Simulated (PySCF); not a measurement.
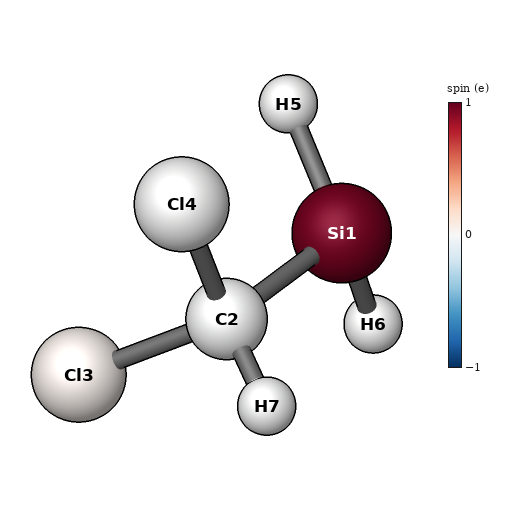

Atoms are coloured by their Mulliken spin populations. Charge 0, doublet. The computed structure is the end point of a GFN2-xTB optimisation. No frequency run is at hand to confirm it as a minimum. Method: UKS B3LYP, pcH-1 on C Cl H Si, non-relativistic (PySCF 2.14.0).

Which atom carries the largest spin population?

Answer. Si1 (0.95 e).

Which atom has the lowest spin population?

Answer. C2 (−0.01 e).

Give the Mulliken spin populations atom by atom.

```json
{"atom": "Si1", "value (e)": "0.95"}
{"atom": "C2", "value (e)": "−0.01"}
{"atom": "Cl3", "value (e)": "0.05"}
{"atom": "Cl4", "value (e)": "0.00"}
{"atom": "H5", "value (e)": "0.00"}
{"atom": "H6", "value (e)": "0.01"}
{"atom": "H7", "value (e)": "0.00"}
```

Mulliken values depend strongly on the basis set. The geometry is semi-empirical. Around Si such bond lengths and angles can be off by a tenth of an ångström or more and by several degrees, and values that hang on the shape move with them.
